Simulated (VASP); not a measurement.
Input:

```xyz
8
Lattice="2.9583 -4.9651 0.0000 1.4104 2.4428 0.0000 0.0000 0.0000 4.4972" Properties=species:S:1:pos:R:3 pbc="T T T"
B      1.4511    -0.8378     2.2480
B      1.4384     0.7981     4.4966
N      1.3177    -0.7608     3.8599
N      1.5718     0.7211     1.6114
N      3.1055    -3.4215     4.0888
N      2.7423    -1.5833     1.8402
Al     2.9927    -3.3564     2.2335
Al     2.8551    -1.6484     4.4821
```

Level of theory: PBEsol GGA, VASP's PBE PAW potentials (set 64) (plane waves; VASP). Run with 520 eV cut-off, 5×10×6 Γ-centred mesh, tetrahedra with Blöchl corrections, potentials B N Al.

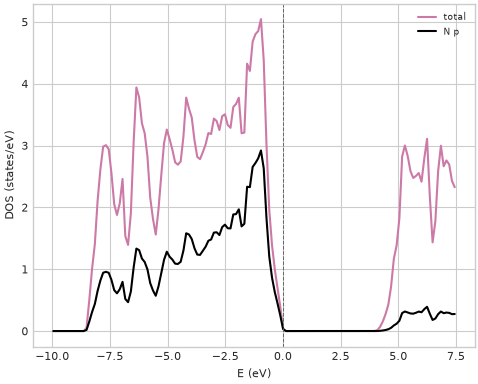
Figure: Total and projected density of states, zero at the valence-band maximum

Within 2 eV below the valence-band maximum the largest weight inside VASP's projection spheres is N p.

The gap is indirect, 4.01 eV, from the valence maximum at Γ to the conduction minimum at R.

The structure was generated: Al2B2N4 was put into an ordered model structure (Pmn2_1), which need not be its known phase. It was relaxed first.
